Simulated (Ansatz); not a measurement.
# BSiH4O2F (SMILES OB(F)O[SiH3]) at B2PLYP/6-31G(d) (spherical functions)

What is the vertical ionisation energy of BSiH4O2F at B2PLYP/6-31G* (spherical functions)? 

The calculation is run with Ansatz 0.2.0.

129 further runs of the same task are left out: 1 that didn't finish, 128 set aside as unsound or not needed.

## 1. Starting point

BSiH4O2F has 9 atoms, charge 0, and is taken as a singlet. As SMILES, `OB(F)O[SiH3]`. The shape is that of a PBE0-D4/def2-TZVP optimisation. This is one conformer, not always the lowest.

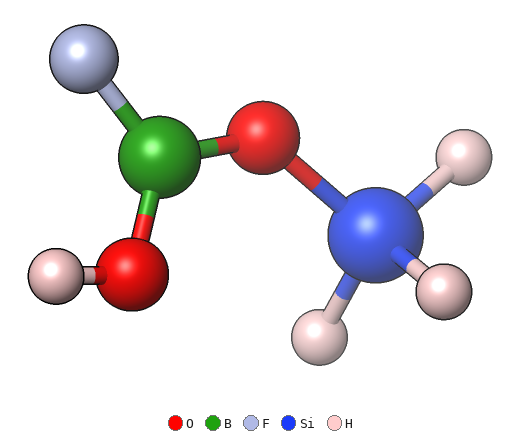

Viewed from a chosen angle; oxygen red, boron green, fluorine light blue, silicon blue, hydrogen pink.

## 2. The energy at B2PLYP/6-31G(d) (spherical functions)

run.yaml reads:

```yaml
basis:
  gaussian:
    orbitals: 6-31G_st_-spherical.json
crystal:
  periodic: [false, false, false]
  atoms:
    - symbol: O
      position_ang: [-1.614100, 0.556700, 0.394000]
    - symbol: B
      position_ang: [-0.395400, 1.157100, 0.352700]
    - symbol: F
      position_ang: [-0.277300, 2.450800, 0.657900]
    - symbol: O
      position_ang: [0.708900, 0.466900, 0.006200]
    - symbol: Si
      position_ang: [0.934200, -1.114900, -0.425000]
    - symbol: H
      position_ang: [-2.322500, 1.149900, 0.654100]
    - symbol: H
      position_ang: [2.381900, -1.273900, -0.690900]
    - symbol: H
      position_ang: [0.154500, -1.427600, -1.647800]
    - symbol: H
      position_ang: [0.518200, -2.011000, 0.681800]
accuracy: high
correlation:
  frozen_orbitals: {B: 1, F: 1, H: 0, O: 1, Si: 5}
output: {orbitals: {seedname: orbitals}}
hamiltonian:
  xc: {name: B2PLYP}
```

The basis set 6-31G* is read from a file made from the Basis Set Exchange's data (not shown).

Command:

```
$ ansatz run run.yaml --threads 1 --pin off --max-ram 3480MiB --events-out events.jsonl --progress --plain --runs-dir runs
```

What it wrote:

```text
Warning: RAYON_NUM_THREADS=1 ignored (pool sized by the plan → 1); use --threads N
Functional definition: B2PLYP
  name "B2PLYP"
  parameter a = 0.53
  parameter c = 0.27
  exchange = (1 - a)*b88_x + a*exact_x
  correlation = (1 - c)*lyp_c + c*(mp2_os + mp2_ss)
1877 factors; integrals over basis functions are off by at most 3.6e-9 eV
mean field evaluation 1: about -15413.6825 eV, gradient 5.3e1 eV
mean field evaluation 2: about -15413.7363 eV, gradient 5.3e1 eV
mean field evaluation 4: about -15418.3809 eV, gradient 3.2e0 eV
mean field evaluation 8: about -15418.4043 eV, gradient 1.8e-1 eV
mean field evaluation 16: about -15418.4043 eV, gradient 2.4e-5 eV
mean field -15418.40432721 eV, -566.6159080553 hartree, gradient 6.3e-8 eV, S^2 0.000000; 0 other end points of the search recorded, 0 dependent functions left out
9 core orbitals not correlated: weight in the atoms' cores, before any rotation towards them, 1.000 or more for the frozen orbitals, at most 0.000 for the correlated occupied ones
reference -15418.40435154 eV, -566.6159089494 hartree; 15, 15 occupied and 58, 58 virtual orbitals, 1877 factors
second order -22.07270811 eV of doubles, -0.00000000 eV of singles
Total energy: -15424.36398273 eV, -566.8349213560 hartree
```

It took 5.4 s on 1 thread of Intel Xeon 6975P-C (Granite Rapids), shared host; peak memory 0.28 GiB.

## 3. The doublet cation

in.yaml reads:

```yaml
crystal:
  periodic: [false, false, false]
  atoms:
    - {symbol: O, position_ang: [-1.614100, 0.556700, 0.394000]}
    - {symbol: B, position_ang: [-0.395400, 1.157100, 0.352700]}
    - {symbol: F, position_ang: [-0.277300, 2.450800, 0.657900]}
    - {symbol: O, position_ang: [0.708900, 0.466900, 0.006200]}
    - {symbol: Si, position_ang: [0.934200, -1.114900, -0.425000]}
    - {symbol: H, position_ang: [-2.322500, 1.149900, 0.654100]}
    - {symbol: H, position_ang: [2.381900, -1.273900, -0.690900]}
    - {symbol: H, position_ang: [0.154500, -1.427600, -1.647800]}
    - {symbol: H, position_ang: [0.518200, -2.011000, 0.681800]}
basis:
  gaussian:
    orbitals: 6-31G_st_-spherical.json
total_charge: 1
magnetization:
  spin_polarized: true
  initial_magnetization: 1
hamiltonian:
  xc: {name: B2PLYP}
correlation:
  frozen_orbitals: {B: 1, F: 1, H: 0, O: 1, Si: 5}
accuracy: high
output:
  orbitals: {seedname: orbitals}
```

The basis set 6-31G* is read from a file made from the Basis Set Exchange's data (not shown).

Command:

```
$ ansatz run in.yaml --threads 1 --pin off --max-ram 3480MiB --events-out events.jsonl --progress --plain --runs-dir runs
```

What it wrote:

```text
Warning: RAYON_NUM_THREADS=1 ignored (pool sized by the plan → 1); use --threads N
Functional definition: B2PLYP
  name "B2PLYP"
  parameter a = 0.53
  parameter c = 0.27
  exchange = (1 - a)*b88_x + a*exact_x
  correlation = (1 - c)*lyp_c + c*(mp2_os + mp2_ss)
1875 factors; integrals over basis functions are off by at most 3.6e-9 eV
mean field evaluation 1: about -15394.8438 eV, gradient 5.7e1 eV
mean field evaluation 2: about -15394.9008 eV, gradient 5.7e1 eV
mean field evaluation 4: about -15405.4351 eV, gradient 1.4e1 eV
mean field evaluation 8: about -15406.5928 eV, gradient 1.5e0 eV
mean field evaluation 16: about -15406.6757 eV, gradient 2.2e-2 eV
mean field evaluation 32: about -15406.9253 eV, gradient 1.0e-1 eV
mean field evaluation 64: about -15406.9199 eV, gradient 2.7e-1 eV
mean field -15406.92554556 eV, -566.1940706101 hartree, gradient 2.8e-8 eV, S^2 0.773036; 6 other end points of the search recorded, 0 dependent functions left out
9 core orbitals not correlated: weight in the atoms' cores, before any rotation towards them, 1.000 or more for the frozen orbitals, at most 0.000 for the correlated occupied ones
reference -15406.92556993 eV, -566.1940715058 hartree; 15, 14 occupied and 58, 59 virtual orbitals, 1875 factors
second order -22.33817922 eV of doubles, -0.00000000 eV of singles
Total energy: -15412.95687832 eV, -566.4157180009 hartree
```

Wall time 22 s (1 thread of Intel Xeon 6975P-C (Granite Rapids), shared host); peak memory 0.54 GiB.

## 4. Outcome

Level: B2PLYP/6-31G* (spherical functions), 9 core orbitals frozen.

| quantity | value |
| --- | --- |
| singlet BSiH4O2F: total energy | -566.83492 Eh |
| singlet BSiH4O2F: HOMO energy (SCF part's orbitals) | -10.41 eV |
| singlet BSiH4O2F: LUMO energy (SCF part's orbitals) | 1.75 eV |
| singlet BSiH4O2F: HOMO–LUMO gap (SCF part's orbitals) | 12.16 eV |
| doublet cation: total energy | -566.41572 Eh |
| doublet cation: HOMO energy (SCF part's orbitals) (highest over α and β) | -16.69 eV |
| doublet cation: LUMO energy (SCF part's orbitals) (lowest over α and β) | -12.49 eV |
| doublet cation: ⟨S²⟩ | 0.773 |
| vertical ionisation energy (to the doublet cation) | 11.407 eV |

In words: Removing an electron at fixed nuclei costs 11.41 eV (263 kcal/mol). The negative HOMO energy of the first species, 10.41 eV, lies 1.00 eV below that difference.
